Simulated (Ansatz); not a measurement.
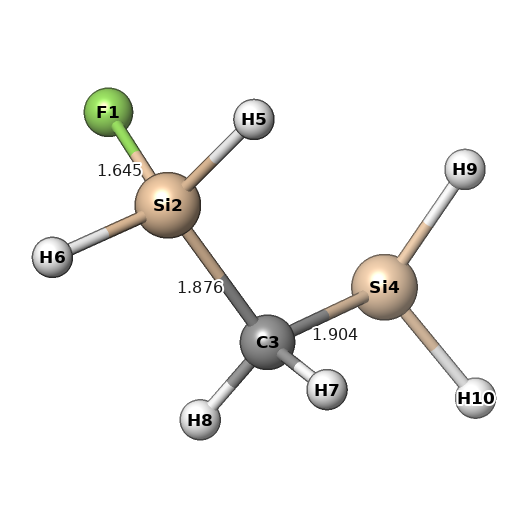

Bond lengths are marked in Å; every bond is drawn as one stick. The species is neutral and a spin doublet. Computed geometry: PBE-D4/def2-SVP optimisation. No frequency run is at hand to confirm it as a minimum.

**Assign a bond order to each marked bond.**

F1–Si2 single; Si2–C3 single; C3–Si4 single. This is one Lewis structure.

**Write the SMILES.**

F[SiH2]C[SiH2]
